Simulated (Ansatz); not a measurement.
```xyz
8

C    -2.1977    2.4776   -1.3522
F     0.5237    3.3977   -0.5783
Ge   -0.2884    2.0206   -1.3149
S    -0.0617    0.2913    0.0994
H    -2.7890    1.5846   -1.6008
H    -2.3891    3.2657   -2.0936
H    -2.4681    2.8412   -0.3487
H     1.2715    0.4688    0.2368
```

Geometry: r2SCAN-D4/def2-SVP.

Level of theory: isolated molecule in a Gaussian basis; Kohn-Sham density functional theory, functional PBE0 (Ansatz).

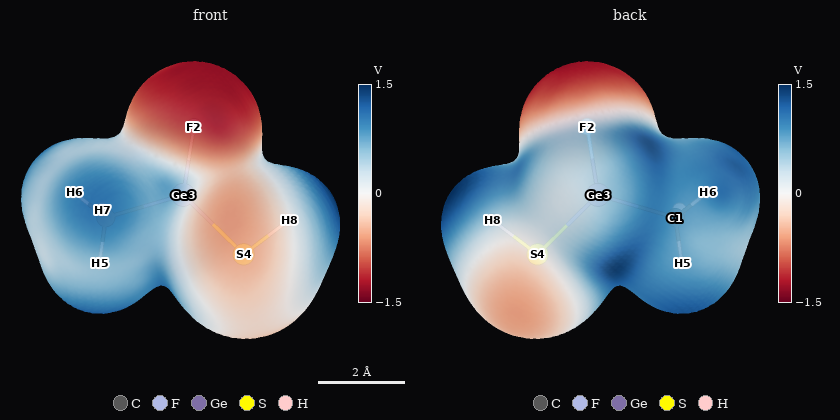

CH$_{4}$FGeS (SMILES [CH3][Ge]([F])[SH]) (doublet). The electrostatic potential painted on the density surface at 0.002 e/bohr³, seen from the front and from behind; red is negative and blue positive.

Question: Where is the surface potential most negative and most positive?

Answer: The most negative region (about −1.3 V) lies over F2, the most positive (about +1.4 V) over Ge3 and H8.
